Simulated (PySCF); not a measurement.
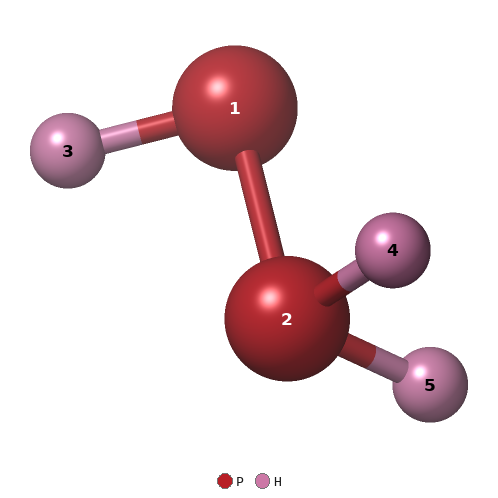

Numbered structure. The species has charge −1 and is a spin singlet. Computed geometry: GFN2-xTB optimisation. No frequency run is at hand to confirm it as a minimum.

Which atoms are bonded, and how long are the bonds?

```tsv
bond	length (Å)	order
P1–P2	2.087	single
P1–H3	1.370	single
P2–H4	1.400	single
P2–H5	1.401	single
```
